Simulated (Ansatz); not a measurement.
CsH (rocksalt (001) film, 5 layers), computed twice by G0W0.

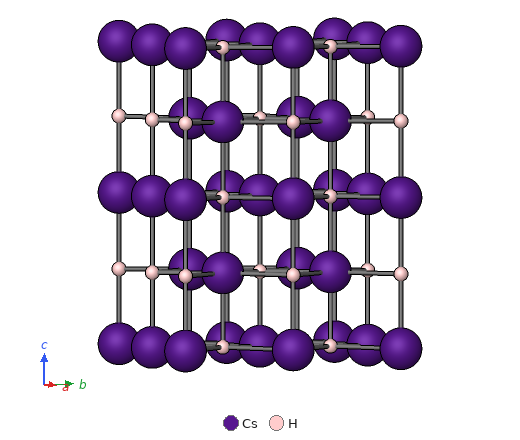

The structure (caesium purple, hydrogen pink). 2×2×1 cells are drawn. Some periodic images of atoms are drawn too.

The cell holds 10 atoms: 5 Cs and 5 H. Cell: a = 4.509 Å, b = 4.509 Å, c = 47.400 Å, α = 90.0°, β = 90.0°, γ = 90.0°. It derives from CsH. Vacuum lies along c.

```xyz
10
Lattice="4.5085 0.0000 0.0000 0.0000 4.5085 0.0000 0.0000 0.0000 47.4000" Properties=species:S:1:pos:R:3
Cs    0.0000    0.0000   17.6472
H     2.2543    2.2543   17.7047
Cs    2.2543    2.2543   20.6787
H     0.0000    0.0000   20.6400
Cs    0.0000    0.0000   23.7000
H     2.2543    2.2543   23.7000
Cs    2.2543    2.2543   26.7213
H     0.0000    0.0000   26.7600
Cs    0.0000    0.0000   29.7528
H     2.2543    2.2543   29.6953
```

The structure was relaxed with LDA (ions only). The runs that relaxed it are not among those shown. Spin-orbit coupling is left out unless a run names it.

The first (Ansatz 0.2.0; start LDA, 4×4×1 mesh, 1146 empty bands, screening to 65 eV, PAW set soft_1 files; 1 × NVIDIA H100 80GB HBM3 (shared by 6 runs) with 2 threads of AMD EPYC 7R13 (Zen 3), shared host) gave, on its mesh: starting gap 1.96 eV, G0W0 gap 4.26 eV, mean of 1 + 4πα/V (set by the cell height) 1.56, 69 s.

The second gave: starting gap 1.96 eV, G0W0 gap 4.13 eV, mean of 1 + 4πα/V (set by the cell height) 1.56, 37 s.

**Question.** What was changed in the input? Choose among start, files, mesh, bands and cutoff, frequency model or another key.

Changed: empty bands from 1146 to 472 and screening cutoff (eV) from 65.0 to 36. The starting gap stayed, which rules out the functional and points to the GW step. Other changes could give like numbers; this is the one that was made.

Limits: not at the basis limit; coarse mesh for a sheet; no spin-orbit coupling.

[Paths, hosts, dates, memory and timing lines, banners, echoed tables and standing remarks are left out of the program output.]

[Logs are printed without paths, hosts, clocks, repeated set-up lines and the standing remarks that a program may print on its own settings, such as how far it seeks lower states.]

[Runs of the session that timed out or met a known fault of the program may be left out.]

[Cells called generated may have been cut or substituted from an entry of the Crystallography Open Database or the Materials Project.]

[Hosts, paths, dates, database ids (printed as entryN), source tags and the programs' standing remarks are cut or masked in the printed files.]
